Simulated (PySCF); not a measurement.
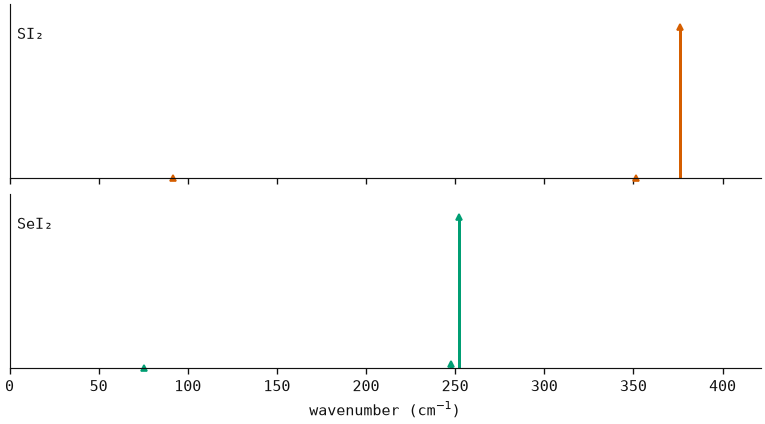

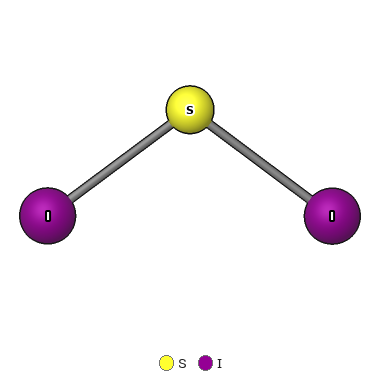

Harmonic infrared lines of SI₂ and SeI₂, all C2v singlets, each the lowest point that its search found (SI₂ is drawn); the central atom changes down one group of the periodic table. PBE0/def2-TZVP (core potentials past Kr), PySCF 2.14.0, unscaled, no spin-orbit coupling; each panel is scaled to its strongest line, degenerate modes are one line with their intensities summed, and dots on the axis are modes too weak to show or inactive.

### How do the bond length and the stretches change along the series?

Mean bond length: SI₂ 2.374, SeI₂ 2.504 Å, rising down the group. Highest b2 mode: SI₂ 376, SeI₂ 252 cm⁻¹, falling down the group.
